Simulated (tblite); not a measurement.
Run report: C4H5OS (charge −1), saddle-point search

C4H5OS, charge −1, SMILES C=COC(=C)[S-], computed with GFN2-xTB saddle search (eigenvector following) and harmonic vibrations, gas phase (tblite 0.8.0).

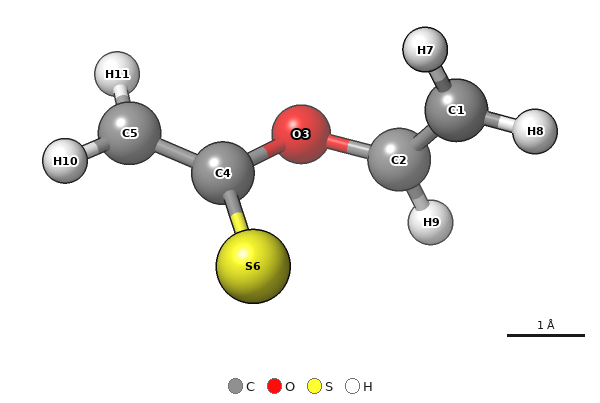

The starting structure (ball-and-stick view, seen at a tilt; atoms are numbered from 1 in the order of the input). Bond lengths as drawn: C–C 1.32 to 1.34 Å, C–H 1.07 to 1.09 Å, C–O 1.36 to 1.41 Å and C–S 1.70 Å.

Input file:
```
{"job": {"xc": "GFN2-xTB", "basis": "xTB", "kind": "saddle"}, "charge": -1, "multiplicity": 1}
C      1.991268    -0.146487     0.624561
C      1.205213     0.619241    -0.112610
O     -0.117719     0.803201     0.118373
C     -1.013969    -0.155718    -0.407749
C     -2.281015    -0.055259     0.022626
S     -0.424128    -1.282065    -1.536098
H      1.592697    -0.751425     1.421303
H      3.045898    -0.221334     0.423239
H      1.608415     1.211685    -0.935678
H     -3.036205    -0.716092    -0.360095
H     -2.570456     0.694252     0.742129
```

The first line tells a small driver script what to run in tblite; the rest is the geometry in Å.

Run as:
```bash
OMP_NUM_THREADS=1 python <driver script> task.json out
```

Output:
```
step      E/eV     max force
  0    -505.69289   0.0067
  1    -505.69278   0.0041
  2    -505.69278   0.0000
lowest wavenumbers (cm-1): -192.0 48.8 137.1 343.1 382.6 466.0
```

Trajectory as extended XYZ (Å, eV, eV/Å), 3 frames, from step=0 to step=2:
```
11
Properties=species:S:1:pos:R:3:forces:R:3 step=0 energy=-505.69289
C     1.9913   -0.1465    0.6246   -0.0010  -0.0010   0.0000
C     1.2052    0.6192   -0.1126   -0.0010   0.0020  -0.0010
O    -0.1177    0.8032    0.1184    0.0010   0.0030  -0.0040
C    -1.0140   -0.1557   -0.4077    0.0000   0.0020  -0.0010
C    -2.2810   -0.0553    0.0226    0.0020  -0.0010   0.0010
S    -0.4241   -1.2821   -1.5361    0.0030  -0.0030   0.0050
H     1.5927   -0.7514    1.4213   -0.0040  -0.0030  -0.0040
H     3.0459   -0.2213    0.4232   -0.0030  -0.0030  -0.0010
H     1.6084    1.2117   -0.9357    0.0020   0.0050   0.0040
H    -3.0362   -0.7161   -0.3601    0.0030  -0.0030   0.0030
H    -2.5705    0.6943    0.7421   -0.0010   0.0010  -0.0010
11
Properties=species:S:1:pos:R:3:forces:R:3 step=1 energy=-505.69278
C     1.9974   -0.1462    0.6231    0.0000   0.0010   0.0000
C     1.2031    0.6155   -0.1092   -0.0010   0.0000   0.0000
O    -0.1182    0.7964    0.1376    0.0020  -0.0030  -0.0020
C    -1.0145   -0.1541   -0.4022   -0.0010   0.0020   0.0020
C    -2.2850   -0.0515    0.0172    0.0020   0.0000  -0.0010
S    -0.4178   -1.2803   -1.5277    0.0000   0.0010   0.0000
H     1.6060   -0.7494    1.4248    0.0010   0.0010  -0.0010
H     3.0500   -0.2216    0.4118   -0.0020   0.0000   0.0000
H     1.5959    1.2057   -0.9389   -0.0010  -0.0010   0.0020
H    -3.0373   -0.7120   -0.3717    0.0010   0.0000   0.0000
H    -2.5796    0.6975    0.7352    0.0000   0.0000   0.0000
11
Properties=species:S:1:pos:R:3:forces:R:3 step=2 energy=-505.69278
C     1.9972   -0.1461    0.6233    0.0000   0.0000   0.0000
C     1.2031    0.6154   -0.1094    0.0000   0.0000   0.0000
O    -0.1181    0.7964    0.1371    0.0000   0.0000   0.0000
C    -1.0145   -0.1540   -0.4024    0.0000   0.0000   0.0000
C    -2.2848   -0.0516    0.0174    0.0000   0.0000   0.0000
S    -0.4180   -1.2799   -1.5284    0.0000   0.0000   0.0000
H     1.6057   -0.7491    1.4250    0.0000   0.0000   0.0000
H     3.0498   -0.2216    0.4122    0.0000   0.0000   0.0000
H     1.5961    1.2053   -0.9390    0.0000   0.0000   0.0000
H    -3.0371   -0.7121   -0.3714    0.0000   0.0000   0.0000
H    -2.5793    0.6972    0.7356    0.0000   0.0000   0.0000
```

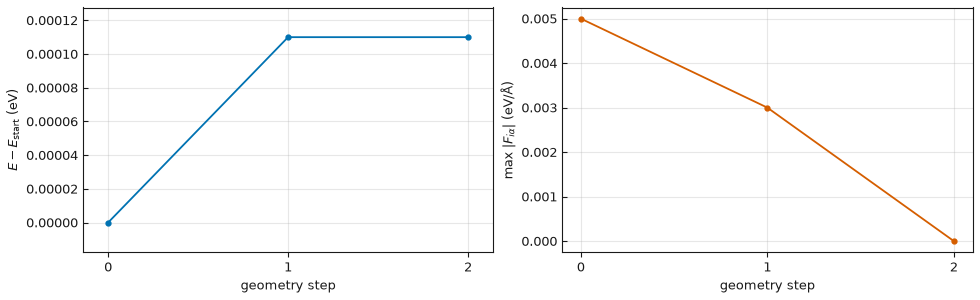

Progress of the saddle-point search, step by step (steps are counted from 0).

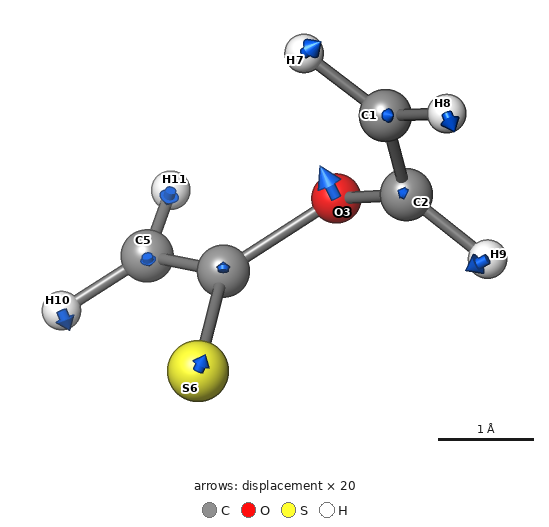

The starting structure with the displacements as blue arrows, magnified 20 times (ball-and-stick view, seen at a tilt). The two geometries are laid on each other by the best rigid fit. O3 moves most after the best rigid fit: 0.020 Å. Largest moves by element: O 0.020 Å, H 0.014 Å, S 0.010 Å, C 0.007 Å. The energy rises by next to nothing (0.0 eV) in 2 geometry steps. Largest force component: 0.005 eV/Å at the start, under 0.0001 eV/Å at the end. (Atoms are counted from 1 in the order of the input.)

Summary:

```csv
quantity,value
outcome,converged
total energy,−505.6928 eV
point group,C1
hardware,"1 CPU thread, shared host"
wall time,2 s
peak memory,0.19 GiB
```
